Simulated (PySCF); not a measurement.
# GaCl (SMILES [Cl][Ga]) at CAM-B3LYP/cc-pVTZ

What is the vertical singlet–triplet gap of GaCl at CAM-B3LYP/cc-pVTZ? Input form: a Python script.

The results are computed with PySCF 2.14.0.

3 further runs of the same task are left out: 3 set aside as unsound or not needed.

### 1 Starting point

The species is GaCl (2 atoms), meant as a singlet with charge 0. As SMILES, `[Cl][Ga]`. Geometry: a GFN2-xTB relaxation, a rough one for these elements and not checked as a minimum.

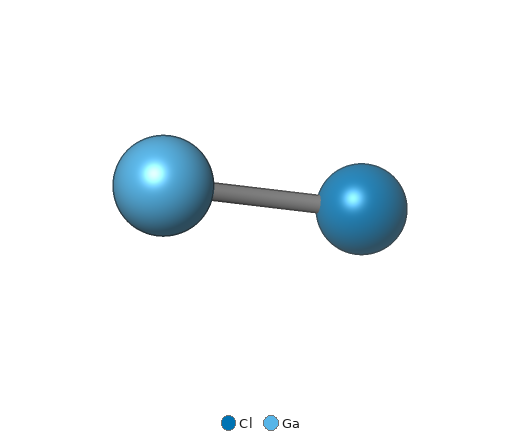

Viewed from a chosen angle; chlorine blue, gallium blue.

### 2 The energy at CAM-B3LYP/cc-pVTZ

The input, input.xyz:

```xyz
2
ClGa
Cl     0.000000     0.000000     0.000000
Ga     0.000000     0.000000     2.168600
```

The input, calc.py:

```python
# ClGa
from pyscf import gto, dft

molecule = gto.M(
    atom='input.xyz',
    basis='cc-pvtz',
    verbose=4,
    spin=0,
    max_memory=1860,
)

mf = dft.RKS(molecule, xc='cam-b3lyp')
mf.conv_tol = 1e-10
mf.grids.level = 5
mf.kernel()
if not mf.converged:
    mf = mf.newton().run(mf.mo_coeff, mf.mo_occ)

energy = mf.e_tot
print(f'total energy: {energy:.8f} hartree')
```

Command:

```sh
$ OMP_NUM_THREADS=1 python calc.py
```

Log:

```text
PySCF version 2.14.0

[INPUT] num. atoms = 2
[INPUT] num. electrons = 48
[INPUT] charge = 0
[INPUT] spin (= nelec alpha-beta = 2S) = 0
[INPUT] symmetry False subgroup None
[INPUT] Mole.unit = angstrom
[INPUT] Symbol           X                Y                Z      unit          X                Y                Z       unit  Magmom
[INPUT]  1 Cl     0.000000000000   0.000000000000   0.000000000000 AA    0.000000000000   0.000000000000   0.000000000000 Bohr   0.0
[INPUT]  2 Ga     0.000000000000   0.000000000000   2.168600000000 AA    0.000000000000   0.000000000000   4.098060073732 Bohr   0.0

nuclear repulsion = 128.597431594042
number of shells = 19
number of NR pGTOs = 170
number of NR cGTOs = 77
basis = cc-pvtz
ecp = {}

******** <class 'pyscf.dft.rks.RKS'> ********
method = RKS
initial guess = minao
damping factor = 0
level_shift factor = 0
DIIS = <class 'pyscf.scf.diis.CDIIS'>
diis_start_cycle = 1
diis_space = 8
diis_damp = 0
SCF conv_tol = 1e-10
SCF conv_tol_grad = None
SCF max_cycles = 50
direct_scf = True
direct_scf_tol = 1e-13
XC library pyscf.dft.libxc version 7.0.0
    S. Lehtola, C. Steigemann, M. J.T. Oliveira, and M. A.L. Marques.,  SoftwareX 7, 1–5 (2018)
XC functionals = cam-b3lyp
    T. Yanai, D. P. Tew, and N. C. Handy.,  Chem. Phys. Lett. 393, 51 (2004)
radial grids:
    Treutler-Ahlrichs [JCP 102, 346 (1995); DOI:10.1063/1.469408] (M4) radial grids

becke partition: Becke, JCP 88, 2547 (1988); DOI:10.1063/1.454033
pruning grids: <function nwchem_prune>
grids dens level: 5
symmetrized grids: False
atomic radii adjust function: <function treutler_atomic_radii_adjust>
small_rho_cutoff = 0
Set gradient conv threshold to 1e-05
Initial guess from minao.
tot grids = 88328
init E= -2384.76874176949
  HOMO = -0.279026813055416  LUMO = -0.0341240442868186  gap/eV = 6.66414
cycle= 1 E= -2385.25918125667  delta_E= -0.49  |g|= 0.446  |ddm|= 1.18
  HOMO = -0.302520180826796  LUMO = -0.0486505469274067  gap/eV = 6.90814
cycle= 2 E= -2385.25612103025  delta_E= 0.00306  |g|= 0.496  |ddm|= 0.906
  HOMO = -0.320620798982242  LUMO = -0.0284730626541996  gap/eV = 7.94974
cycle= 3 E= -2385.30836878762  delta_E= -0.0522  |g|= 0.0204  |ddm|= 0.436
  HOMO = -0.319120419633599  LUMO = -0.026534032174166  gap/eV = 7.96168
cycle= 4 E= -2385.30843076587  delta_E= -6.2e-05  |g|= 0.00919  |ddm|= 0.0336
  HOMO = -0.319608574829393  LUMO = -0.026095708257431  gap/eV = 7.98689
cycle= 5 E= -2385.30844993434  delta_E= -1.92e-05  |g|= 0.00198  |ddm|= 0.012
  HOMO = -0.319519852549229  LUMO = -0.0261267273194726  gap/eV = 7.98363
cycle= 6 E= -2385.3084514304  delta_E= -1.5e-06  |g|= 0.000299  |ddm|= 0.00378
  HOMO = -0.319551545014503  LUMO = -0.026182524614472  gap/eV = 7.98298
cycle= 7 E= -2385.30845148122  delta_E= -5.08e-08  |g|= 0.000113  |ddm|= 0.000691
  HOMO = -0.319541259976083  LUMO = -0.0261808026517175  gap/eV = 7.98274
cycle= 8 E= -2385.30845148708  delta_E= -5.86e-09  |g|= 1.92e-05  |ddm|= 0.000199
  HOMO = -0.319539653775744  LUMO = -0.0261808606239195  gap/eV = 7.98270
cycle= 9 E= -2385.3084514874  delta_E= -3.17e-10  |g|= 2.36e-06  |ddm|= 4.76e-05
  HOMO = -0.319539444150898  LUMO = -0.0261806905693415  gap/eV = 7.98270
cycle= 10 E= -2385.3084514874  delta_E= -1.36e-12  |g|= 1.95e-07  |ddm|= 5.97e-06
  HOMO = -0.319539456083193  LUMO = -0.0261807016001693  gap/eV = 7.98270
Extra cycle  E= -2385.3084514874  delta_E= -4.55e-12  |g|= 1.06e-07  |ddm|= 6.92e-07
converged SCF energy = -2385.3084514874
total energy: -2385.30845149 hartree
```

Wall time 15 s (1 thread of Arm Neoverse V2, shared host); peak memory 0.36 GiB.

### 3 The triplet, same level

The input, input.py:

```python
from pyscf import gto, dft

molecule = gto.M(
    atom=[
    ('Cl', (0.000000, 0.000000, 0.000000)),
    ('Ga', (0.000000, 0.000000, 2.168600)),
],
    basis='cc-pvtz',
    max_memory=1860,
    charge=0,
    verbose=3,
    spin=2,
)

myscf = dft.UKS(molecule)
myscf.xc = 'cam-b3lyp'
myscf.grids.level = 5
myscf.conv_tol = 1e-10
myscf.kernel()
if not myscf.converged:
    myscf = myscf.newton().run(myscf.mo_coeff, myscf.mo_occ)

e_final = myscf.e_tot
print('E(%s) = %.9f' % ('CAM-B3LYP', e_final))
```

Command:

```sh
$ OMP_NUM_THREADS=1 python input.py
```

Log:

```text
WARN: HOMO -0.0341240442868206 >= LUMO -0.279026813055417

converged SCF energy = -2385.17480007213  <S^2> = 2.004241  2S+1 = 3.002826
E(CAM-B3LYP) = -2385.174800072
```

Wall time 20 s (1 thread of Arm Neoverse V2, shared host); peak memory 0.37 GiB.

### 4 What came out

At CAM-B3LYP/cc-pVTZ:

| quantity | value |
| --- | --- |
| singlet: total energy | -2385.30845 Eh |
| singlet: dipole moment | 2.11 D |
| singlet: HOMO energy | -8.70 eV |
| singlet: LUMO energy | -0.71 eV |
| singlet: HOMO–LUMO gap | 7.98 eV |
| triplet: total energy | -2385.17480 Eh |
| triplet: dipole moment | 1.64 D |
| triplet: HOMO energy (highest over α and β) | -5.26 eV |
| triplet: LUMO energy (lowest over α and β) | -4.49 eV |
| triplet: ⟨S²⟩ | 2.004 |
| vertical energy of the triplet above the singlet | 3.637 eV |

In words: At this shape the triplet lies 3.64 eV (351 kJ/mol) above the singlet.
